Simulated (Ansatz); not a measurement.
# GeNH₂ (doublet): one geometry, many settings

What do other methods and options give for GeNH₂ (doublet) at this geometry, and how long do they take?

Computed with Ansatz 0.2.0, Gaussian basis. Level: the settings change from run to run.

15 further runs of the same task are left out: 6 that didn't finish, 9 set aside as unsound or not needed.

## 1. What is computed

The geometry is a PBE0/def2-TZVP stationary point (not a proven minimum). No spin-orbit coupling is included. The filled d shell of Ge may be among the frozen orbitals whatever the setting's name suggests; the logs give the count.

4 atoms, charge 0, spin multiplicity 2.

Atoms are counted from 1 here; the program's logs count them from 0.

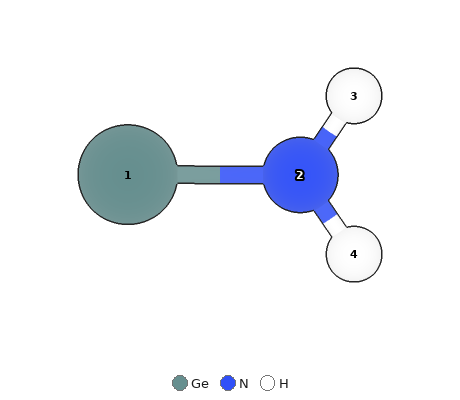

The geometry (germanium teal, nitrogen blue, hydrogen white); atoms are numbered from 1 in the order of the file.

## 2. NEVPT2(11,7)/cc-pVDZ

Input file in.yaml:

```yaml
crystal:
  periodic: [false, false, false]
  atoms:
    - {symbol: Ge, position_ang: [0.000000, 0.000000, 0.341103]}
    - {symbol: N, position_ang: [0.000000, 0.000000, -1.475302]}
    - {symbol: H, position_ang: [0.000000, 0.836103, -2.040604]}
    - {symbol: H, position_ang: [0.000000, -0.836103, -2.040604]}
basis:
  gaussian: {orbitals: cc-pVDZ}
magnetization: {spin_polarized: false, initial_magnetization: 1}
correlation: {method: sc_nevpt2, electrons: valence, active_space: {window: {electrons: 11, orbitals: 7}, states: [{multiplicity: 2, weights: [1, 1]}]}}
scf: {lower_state_search: off}
output: {forces: true}
```

Run with:

```sh
ansatz run in.yaml --threads 1 --pin off --events-out ev --progress --plain --max-ram 2393MiB
```

What it wrote:

```text
Functional definition: HF
  name "HF"
  cite "Fock, Z. Phys. 61, 126 (1930) doi:10.1007/BF01340294"
  parent pbe
  exchange = exact_x
  correlation = 0
these checks for a lower state are left out or cut short: stability, starts, cluster_reference, orbital_swaps, neighbouring_geometries, increment
998 factors; integrals over basis functions are off by at most 2.3e-7 eV
mean field evaluation 1: about -57983.7661 eV, gradient 2.9e1 eV
mean field evaluation 2: about -57983.7678 eV, gradient 2.9e1 eV
mean field evaluation 4: about -57985.6604 eV, gradient 2.0e0 eV
mean field evaluation 8: about -57985.6774 eV, gradient 4.3e-4 eV
mean field -57985.67742534 eV, -2130.9343412775 hartree, gradient 1.6e-6 eV, S^2 0.750000; 0 other end points of the search recorded, 0 dependent functions left out
reference -57985.67742534 eV, -2130.9343412775 hartree; 21, 20 occupied and 30, 31 virtual orbitals, 998 factors
state -57985.97537832 eV, -2130.9452908476 hartree
state -57985.07262632 eV, -2130.9121153235 hartree
state -57985.97537832 eV, -2130.9452908476 hartree; corrected -57991.96132139 eV, -2131.1652701980 hartree
state -57985.07262632 eV, -2130.9121153235 hartree; corrected -57990.92388048 eV, -2131.1271449477 hartree
the calculation of the forces begins
Total energy: -57991.44260094 eV, -2131.1462075729 hartree
Atom 0 at     0.000000     0.000000     0.341103 Å, force     0.000000    -0.000000     0.654993 eV/Å
Atom 1 at     0.000000     0.000000    -1.475302 Å, force     0.000000     0.000000    -0.265767 eV/Å
Atom 2 at     0.000000     0.836103    -2.040604 Å, force    -0.000000     0.221733    -0.194613 eV/Å
Atom 3 at     0.000000    -0.836103    -2.040604 Å, force    -0.000000    -0.221733    -0.194613 eV/Å
Dipole moment:     0.000000     0.000000    -0.378428 e Å
Checks for a lower state left out: stability, starts, cluster_reference, orbital_swaps, neighbouring_geometries, increment
```

Run time: 3.1 s. Hardware: 1 thread of Arm Neoverse V2, shared host.

From the report: 36 determinants; active occupations (of the averaged states) 2.00, 2.00, 2.00, 2.00, 1.97, 0.52, 0.52.

## 3. BCCD on UHF/STO-3G

Input file in.yaml:

```yaml
crystal:
  periodic: [false, false, false]
  atoms:
    - {symbol: Ge, position_ang: [0.000000, 0.000000, 0.341103]}
    - {symbol: N, position_ang: [0.000000, 0.000000, -1.475302]}
    - {symbol: H, position_ang: [0.000000, 0.836103, -2.040604]}
    - {symbol: H, position_ang: [0.000000, -0.836103, -2.040604]}
basis:
  gaussian: {orbitals: STO-3G, fitting: {mean_field: def2-universal-jkfit}}
magnetization: {spin_polarized: true, initial_magnetization: 1}
correlation: {method: bccd, electrons: outside_noble_gas}
```

Launched as before.

What it wrote, shortened:

```text
Functional definition: HF
  name "HF"
  cite "Fock, Z. Phys. 61, 126 (1930) doi:10.1007/BF01340294"
  parent pbe
[...]
379 factors; integrals over basis functions are off by at most 1.6e-2 eV
[...]
mean field -57323.51378704 eV, -2106.6002764005 hartree, gradient 2.8e-6 eV, S^2 0.756290; 6 other end points of the search recorded, 0 dependent functions left out
determinant -57323.51378704 eV, -2106.6002764005 hartree, with singles and doubles -57325.97556810 eV, -2106.6907451858 hartree
determinant -57322.56369347 eV, -2106.5653611058 hartree, with singles and doubles -57324.79200485 eV, -2106.6472500387 hartree
15 core orbitals not correlated, not the lowest: weight in the atoms' cores, before any rotation towards them, 0.538 or more for the frozen orbitals, at most 0.483 for the correlated occupied ones
reference -57323.51378704 eV, -2106.6002764005 hartree; 6, 5 occupied and 4, 5 virtual orbitals, 379 factors
second order -1.92390457 eV of doubles, -0.00000000 eV of singles
cycle   1  -2.44093764 eV  change    2.1e-2 eV  update   1.8e-2
[...]
cycle   9  -2.43312912 eV  change    3.4e-7 eV  update   7.3e-6
Total energy: -57325.94691616 eV, -2106.6896922463 hartree
```

Wall time 0.78 s (1 thread of Arm Neoverse V2, shared host).

From the report: ⟨S²⟩ of the determinant 0.756 (pure doublet: 0.75); correlation -2.4331 eV; largest double amplitude 0.09.

## 4. CCSD(T)/cc-pVDZ

Input file in.yaml:

```yaml
crystal:
  periodic: [false, false, false]
  atoms:
    - {symbol: Ge, position_ang: [0.000000, 0.000000, 0.341103]}
    - {symbol: N, position_ang: [0.000000, 0.000000, -1.475302]}
    - {symbol: H, position_ang: [0.000000, 0.836103, -2.040604]}
    - {symbol: H, position_ang: [0.000000, -0.836103, -2.040604]}
basis:
  gaussian: {orbitals: cc-pVDZ}
magnetization: {spin_polarized: false, initial_magnetization: 1}
hamiltonian: {xc: {name: PBE}}
correlation: {method: ccsd_t, electrons: outside_noble_gas, diis_vectors: 12}
scf: {lower_state_search: off}
output: {forces: true}
```

Same command.

What it wrote, shortened:

```text
Functional definition: PBE
  name "PBE"
  cite "Perdew, Burke & Ernzerhof, Phys. Rev. Lett. 77, 3865 (1996) doi:10.1103/PhysRevLett.77.3865"
  parent pbe
[...]
551 factors; integrals over basis functions are off by at most 1.4e-3 eV
[...]
mean field -58028.84868156 eV, -2132.5208556811 hartree, gradient 4.1e-6 eV, S^2 0.750000; 0 other end points of the search recorded, 0 dependent functions left out
15 core orbitals not correlated: weight in the atoms' cores, before any rotation towards them, 0.997 or more for the frozen orbitals, at most 0.002 for the correlated occupied ones
reference -57984.97320465 eV, -2130.9084616445 hartree; 6, 5 occupied and 30, 31 virtual orbitals, 551 factors
second order -6.90280377 eV of doubles, -0.37507266 eV of singles
cycle   1  -7.20192887 eV  change    6.7e-2 eV  update   9.2e-2
[...]
cycle  14  -7.52665301 eV  change   -2.7e-7 eV  update   2.8e-7
perturbative correction -0.24974542 eV, -0.0091779748 hartree
[...]
Total energy: -57992.74960308 eV, -2131.1942390157 hartree
Atom 0 at     0.000000     0.000000     0.341103 Å, force    -0.000000    -0.000000     0.628191 eV/Å
Atom 1 at     0.000000     0.000000    -1.475302 Å, force     0.000000     0.000000     0.104128 eV/Å
Atom 2 at     0.000000     0.836103    -2.040604 Å, force    -0.000000     0.453094    -0.366159 eV/Å
Atom 3 at     0.000000    -0.836103    -2.040604 Å, force    -0.000000    -0.453094    -0.366159 eV/Å
Dipole moment:     0.000000     0.000000    -0.402536 e Å
Checks for a lower state left out: starts, cluster_reference, orbital_swaps, neighbouring_geometries, increment
```

Wall time 4.7 s (1 thread of Arm Neoverse V2, shared host).

From the report: correlation -7.7764 eV; T1 0.022; largest double amplitude 0.07. The orbitals are Kohn-Sham ones, so correlation energy and T1 don't compare with those on Hartree-Fock orbitals.

## 5. NEVPT2(3,4)/cc-pVDZ

in.yaml, as its differences from that of step 4:

```diff
@@ -10,5 +10,2 @@
 magnetization: {spin_polarized: false, initial_magnetization: 1}
-hamiltonian: {xc: {name: PBE}}
-correlation: {method: ccsd_t, electrons: outside_noble_gas, diis_vectors: 12}
-scf: {lower_state_search: off}
-output: {forces: true}
+correlation: {method: sc_nevpt2, electrons: valence, active_space: {window: {electrons: 3, orbitals: 4}, states: [{multiplicity: 2, weights: [1, 1, 1]}, {multiplicity: 4, weights: [1]}]}}
```

Launched as before.

What it wrote, shortened:

```text
Functional definition: HF
  name "HF"
  cite "Fock, Z. Phys. 61, 126 (1930) doi:10.1007/BF01340294"
  parent pbe
[...]
998 factors; integrals over basis functions are off by at most 2.3e-7 eV
[...]
mean field -57985.67742534 eV, -2130.9343412775 hartree, gradient 1.6e-6 eV, S^2 0.750000; 6 other end points of the search recorded, 0 dependent functions left out
reference -57985.67742534 eV, -2130.9343412775 hartree; 21, 20 occupied and 30, 31 virtual orbitals, 998 factors
state -57985.98399102 eV, -2130.9456073583 hartree
state -57985.08998035 eV, -2130.9127530722 hartree
state -57981.61256233 eV, -2130.7849603172 hartree
state -57985.98399102 eV, -2130.9456073583 hartree; corrected -57992.77433127 eV, -2131.1951477600 hartree
state -57985.08998035 eV, -2130.9127530722 hartree; corrected -57991.79141881 eV, -2131.1590263932 hartree
state -57981.61256233 eV, -2130.7849603172 hartree; corrected -57988.39419934 eV, -2131.0341808805 hartree
state -57982.76014498 eV, -2130.8271332015 hartree
state -57982.76014498 eV, -2130.8271332015 hartree; corrected -57989.08386682 eV, -2131.0595256930 hartree
Total energy: -57990.51095406 eV, -2131.1119701816 hartree
```

Wall time 3 s (1 thread of Arm Neoverse V2, shared host).

From the report: 6 determinants; active occupations (of the averaged states) 1.67, 0.60, 0.51, 0.21.

## 6. NEVPT2(3,4)/STO-3G

Input file in.yaml:

```yaml
crystal:
  periodic: [false, false, false]
  atoms:
    - {symbol: Ge, position_ang: [0.000000, 0.000000, 0.341103]}
    - {symbol: N, position_ang: [0.000000, 0.000000, -1.475302]}
    - {symbol: H, position_ang: [0.000000, 0.836103, -2.040604]}
    - {symbol: H, position_ang: [0.000000, -0.836103, -2.040604]}
basis:
  gaussian: {orbitals: STO-3G}
magnetization: {spin_polarized: false, initial_magnetization: 1}
hamiltonian: {pseudopotentials: {relativity: none}}
correlation: {method: sc_nevpt2, electrons: outside_noble_gas, active_space: {window: {electrons: 3, orbitals: 4}}}
scf: {lower_state_search: full}
```

The command is unchanged.

What it wrote, shortened:

```text
Functional definition: HF
  name "HF"
  cite "Fock, Z. Phys. 61, 126 (1930) doi:10.1007/BF01340294"
  parent pbe
[...]
268 factors; integrals over basis functions are off by at most 2.6e-5 eV
[...]
mean field -57323.47031091 eV, -2106.5986786821 hartree, gradient 6.5e-6 eV, S^2 0.750000; 11 other end points of the search recorded, 0 dependent functions left out
reference -57323.47031091 eV, -2106.5986786821 hartree; 21, 20 occupied and 4, 5 virtual orbitals, 268 factors
state -57323.91677143 eV, -2106.6150858036 hartree
state -57323.91677143 eV, -2106.6150858036 hartree; corrected -57325.47053970 eV, -2106.6721857344 hartree
state -57323.85074936 eV, -2106.6126595375 hartree
state -57323.85074936 eV, -2106.6126595375 hartree; corrected -57325.43102391 eV, -2106.6707335560 hartree
state -57323.91677143 eV, -2106.6150858036 hartree; corrected -57325.47053970 eV, -2106.6721857344 hartree
[...]
Total energy: -57325.47053970 eV, -2106.6721857344 hartree
```

Run time: 0.81 s. Hardware: 1 thread of Arm Neoverse V2, shared host.

From the report: 24 determinants; active occupations 1.98, 1.00, 0.02, 0.00.

## 7. MP2 on ROHF/cc-pVDZ

Input file in.yaml:

```yaml
crystal:
  periodic: [false, false, false]
  atoms:
    - {symbol: Ge, position_ang: [0.000000, 0.000000, 0.341103]}
    - {symbol: N, position_ang: [0.000000, 0.000000, -1.475302]}
    - {symbol: H, position_ang: [0.000000, 0.836103, -2.040604]}
    - {symbol: H, position_ang: [0.000000, -0.836103, -2.040604]}
basis:
  gaussian: {orbitals: cc-pVDZ}
magnetization: {spin_polarized: false, initial_magnetization: 1}
correlation: {method: mp2, electrons: outside_noble_gas}
```

Launched as before.

What it wrote, shortened:

```text
Functional definition: HF
  name "HF"
  cite "Fock, Z. Phys. 61, 126 (1930) doi:10.1007/BF01340294"
  parent pbe
[...]
551 factors; integrals over basis functions are off by at most 1.4e-3 eV
[...]
mean field -57985.67729013 eV, -2130.9343363085 hartree, gradient 2.0e-6 eV, S^2 0.750000; 6 other end points of the search recorded, 0 dependent functions left out
[...]
15 core orbitals not correlated: weight in the atoms' cores, before any rotation towards them, 0.998 or more for the frozen orbitals, at most 0.002 for the correlated occupied ones
reference -57985.67729013 eV, -2130.9343363085 hartree; 6, 5 occupied and 30, 31 virtual orbitals, 551 factors
second order -6.47247144 eV of doubles, -0.05697050 eV of singles
Total energy: -57992.20673206 eV, -2131.1742888738 hartree
```

It took 1.8 s on 1 thread of Arm Neoverse V2, shared host.

## 8. CISD/cc-pVDZ

in.yaml, as its differences from that of step 7:

```diff
@@ -10,2 +10,4 @@
 magnetization: {spin_polarized: false, initial_magnetization: 1}
-correlation: {method: mp2, electrons: outside_noble_gas}
+correlation: {active_space: {ras: {orbitals: [5, 1, 30], electrons: 11, max_holes: 2, max_particles: 2}, fixed_orbitals: true}}
+scf: {lower_state_search: off}
+output: {forces: true}
```

Same command.

What it wrote, shortened:

```text
Functional definition: HF
  name "HF"
  cite "Fock, Z. Phys. 61, 126 (1930) doi:10.1007/BF01340294"
  parent pbe
[...]
551 factors; integrals over basis functions are off by at most 1.4e-3 eV
[...]
mean field -57985.67729013 eV, -2130.9343363085 hartree, gradient 2.0e-6 eV, S^2 0.750000; 0 other end points of the search recorded, 0 dependent functions left out
reference -57985.67729013 eV, -2130.9343363085 hartree; 21, 20 occupied and 30, 31 virtual orbitals, 551 factors
state -57992.26440602 eV, -2131.1764083525 hartree
[...]
Total energy: -57992.26440602 eV, -2131.1764083525 hartree
Atom 0 at     0.000000     0.000000     0.341103 Å, force    -0.000000    -0.000000     0.322225 eV/Å
Atom 1 at     0.000000     0.000000    -1.475302 Å, force    -0.000000    -0.000000     0.084651 eV/Å
Atom 2 at     0.000000     0.836103    -2.040604 Å, force    -0.000000     0.218590    -0.203438 eV/Å
Atom 3 at     0.000000    -0.836103    -2.040604 Å, force     0.000000    -0.218590    -0.203438 eV/Å
Dipole moment:     0.000000     0.000000    -0.365404 e Å
Checks for a lower state left out: starts, cluster_reference, orbital_swaps, neighbouring_geometries, increment
```

Run time: 3.9 s. Hardware: 1 thread of Arm Neoverse V2, shared host.

From the report: 15,794 determinants.

## 9. CCSD on UHF/cc-pVDZ

Input file in.yaml:

```yaml
crystal:
  periodic: [false, false, false]
  atoms:
    - {symbol: Ge, position_ang: [0.000000, 0.000000, 0.341103]}
    - {symbol: N, position_ang: [0.000000, 0.000000, -1.475302]}
    - {symbol: H, position_ang: [0.000000, 0.836103, -2.040604]}
    - {symbol: H, position_ang: [0.000000, -0.836103, -2.040604]}
basis:
  gaussian: {orbitals: cc-pVDZ}
magnetization: {spin_polarized: true, initial_magnetization: 1}
correlation: {method: ccsd, electrons: outside_noble_gas}
scf: {lower_state_search: full}
output: {forces: true}
```

Same command.

What it wrote, shortened:

```text
Functional definition: HF
  name "HF"
  cite "Fock, Z. Phys. 61, 126 (1930) doi:10.1007/BF01340294"
  parent pbe
[...]
551 factors; integrals over basis functions are off by at most 1.4e-3 eV
[...]
mean field -57985.78167313 eV, -2130.9381723130 hartree, gradient 2.5e-6 eV, S^2 0.766307; 11 other end points of the search recorded, 0 dependent functions left out
determinant -57985.78167313 eV, -2130.9381723130 hartree, with singles and doubles -57992.82464821 eV, -2131.1969968732 hartree
determinant -57984.89681289 eV, -2130.9056542990 hartree, with singles and doubles -57991.83577844 eV, -2131.1606565794 hartree
determinant -57982.30772478 eV, -2130.8105070659 hartree, with singles and doubles -57988.23796389 eV, -2131.0284393334 hartree
15 core orbitals not correlated: weight in the atoms' cores, before any rotation towards them, 0.998 or more for the frozen orbitals, at most 0.002 for the correlated occupied ones
reference -57985.78167313 eV, -2130.9381723130 hartree; 6, 5 occupied and 30, 31 virtual orbitals, 551 factors
second order -6.42137233 eV of doubles, -0.00000000 eV of singles
cycle   1  -7.04270138 eV  change    2.7e-4 eV  update   8.8e-4
[...]
cycle  10  -7.04278452 eV  change   -3.1e-7 eV  update   1.8e-7
[...]
Total energy: -57992.82445765 eV, -2131.1969898702 hartree
Atom 0 at     0.000000     0.000000     0.341103 Å, force    -0.000000    -0.000000     0.456418 eV/Å
Atom 1 at     0.000000     0.000000    -1.475302 Å, force     0.000000    -0.000000     0.167772 eV/Å
Atom 2 at     0.000000     0.836103    -2.040604 Å, force     0.000000     0.379660    -0.312095 eV/Å
Atom 3 at     0.000000    -0.836103    -2.040604 Å, force    -0.000000    -0.379660    -0.312095 eV/Å
Dipole moment:    -0.000000    -0.000000    -0.379731 e Å
```

It took 6 s on 1 thread of Arm Neoverse V2, shared host.

From the report: ⟨S²⟩ of the determinant 0.766 (pure doublet: 0.75); correlation -7.0428 eV; T1 0.021; largest double amplitude 0.07.

## 10. CISD/cc-pVDZ

in.yaml, as its differences from that of step 9:

```diff
@@ -9,5 +9,4 @@
   gaussian: {orbitals: cc-pVDZ}
-magnetization: {spin_polarized: true, initial_magnetization: 1}
-correlation: {method: ccsd, electrons: outside_noble_gas}
-scf: {lower_state_search: full}
-output: {forces: true}
+magnetization: {spin_polarized: false, initial_magnetization: 1}
+correlation: {active_space: {ras: {orbitals: [5, 1, 30], electrons: 11, max_holes: 2, max_particles: 2}, fixed_orbitals: true}}
+scf: {lower_state_search: off}
```

The command is unchanged.

What it wrote:

```text
Functional definition: HF
  name "HF"
  cite "Fock, Z. Phys. 61, 126 (1930) doi:10.1007/BF01340294"
  parent pbe
  exchange = exact_x
  correlation = 0
these checks for a lower state are left out or cut short: stability, starts, cluster_reference, orbital_swaps, neighbouring_geometries, increment
551 factors; integrals over basis functions are off by at most 1.4e-3 eV
mean field evaluation 1: about -57983.7662 eV, gradient 2.9e1 eV
mean field evaluation 2: about -57983.7676 eV, gradient 2.9e1 eV
mean field evaluation 4: about -57985.6600 eV, gradient 2.0e0 eV
mean field evaluation 8: about -57985.6773 eV, gradient 4.3e-4 eV
mean field -57985.67729013 eV, -2130.9343363085 hartree, gradient 2.0e-6 eV, S^2 0.750000; 0 other end points of the search recorded, 0 dependent functions left out
reference -57985.67729013 eV, -2130.9343363085 hartree; 21, 20 occupied and 30, 31 virtual orbitals, 551 factors
state -57992.26440600 eV, -2131.1764083519 hartree
Total energy: -57992.26440600 eV, -2131.1764083519 hartree
Checks for a lower state left out: stability, starts, cluster_reference, orbital_swaps, neighbouring_geometries, increment
```

It took 2.1 s on 1 thread of Arm Neoverse V2, shared host.

From the report: 15,794 determinants.

## 11. The runs in one table

Where basis and cores are those of an earlier UCCSDT(Q)/cc-pVDZ run (-57993.0756 eV), and the state is the same kind, the miss against it is given.

```csv
level,correlated,functions,energy (eV),from UCCSDT(Q) (meV),time
"NEVPT2(11,7)/cc-pVDZ (mean of several states)",valence,51,-57991.4426,,3.1 s
BCCD on UHF/STO-3G,outside noble gas,25,-57325.9469,,0.78 s
CCSD(T)/cc-pVDZ (on PBE orbitals),outside noble gas,51,-57992.7496,326.0,4.7 s
"NEVPT2(3,4)/cc-pVDZ (mean of several states)",valence,51,-57990.5110,,3 s
"NEVPT2(3,4)/STO-3G",outside noble gas,25,-57325.4705,,0.81 s
MP2 on ROHF/cc-pVDZ,outside noble gas,51,-57992.2067,868.8,1.8 s
CISD/cc-pVDZ,outside noble gas,51,-57992.2644,811.1,3.9 s
CCSD on UHF/cc-pVDZ,outside noble gas,51,-57992.8245,251.1,6 s
CISD/cc-pVDZ,outside noble gas,51,-57992.2644,811.1,2.1 s
```

## 12. Summary of results

| quantity | value |
| --- | --- |
| runs | 9 |
| quickest | BCCD on UHF/STO-3G, 0.78 s |
| slowest | CCSD on UHF/cc-pVDZ, 6 s |

Total energies in different bases, with other cores or another treatment of relativity can't be set against each other. CCSD on UHF/cc-pVDZ took 8 times as long as BCCD on UHF/STO-3G; the jobs differ in more than the method. Among the correlated runs with a miss given, it spans +251 to +869 meV. Cores frozen from Kohn-Sham orbitals shift the total energy.
